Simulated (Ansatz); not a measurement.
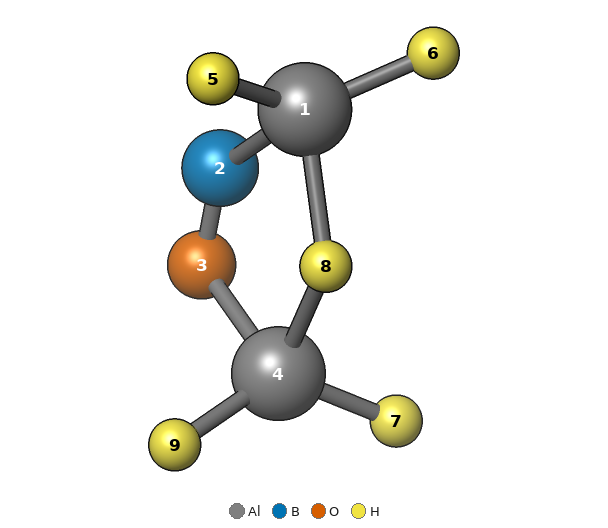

Numbered structure. Computed geometry: PBE-D4/def2-SVP optimisation. No frequency run is at hand to confirm it as a minimum.

What is the geometry at O3?

O3 has 2 neighbours (B2 at 1.25, Al4 at 1.98 Å); the arrangement is bent.

What is the geometry at B2?

B2 has 2 neighbours (Al1 at 2.15, O3 at 1.25 Å); the arrangement is bent.

What is the dihedral angle B2–Al1–H8–Al4?

0° in size, that is syn (eclipsed).
